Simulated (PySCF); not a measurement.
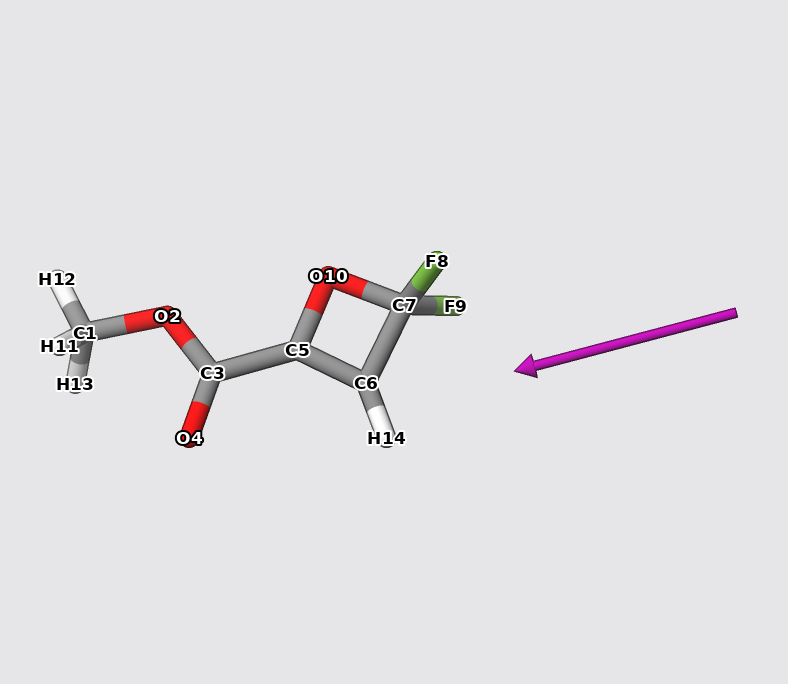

The arrow beside the molecule shows the direction of the dipole moment, from the negative to the positive end (its length means nothing). The computed structure is the end point of a GFN2-xTB optimisation. No frequency run is at hand to confirm it as a minimum. Level of theory: PBE0/pcSseg-1, gas phase (PySCF 2.14.0).

How large is the dipole moment?

2.16 D; it points from the side of F8, F9 to the side of H11, H13 (the outermost atoms at the two ends).
